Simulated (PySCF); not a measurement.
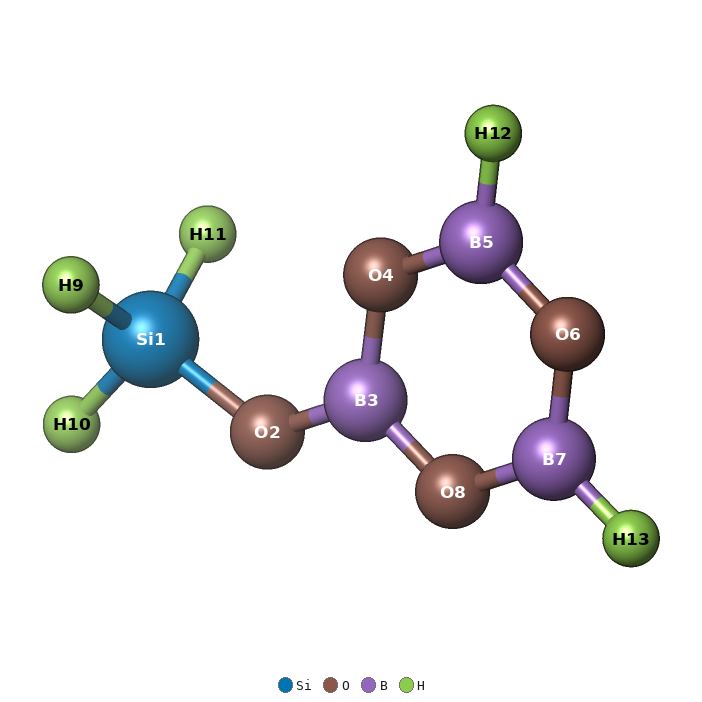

Computed geometry: PBE0-D3(BJ)/def2-SVP optimisation. No frequency run is at hand to confirm it as a minimum. Level of theory: delta-SCF UKS SCAN, pcX-2 on the ionised atom, pcseg-1 elsewhere, spin-free X2C (PySCF 2.14.0).

Give the core-electron binding energies (to vacuum; p and d levels without spin–orbit splitting) of Si1 1s, Si1 2p, O2 1s, B3 1s, O4 1s, B5 1s, O6 1s.

```csv
atom,level,binding energy (eV)
Si1,1s,1847.9
Si1,2p,108.2
O2,1s,538.7
B3,1s,199.0
O4,1s,539.3
B5,1s,198.2
O6,1s,539.3
```
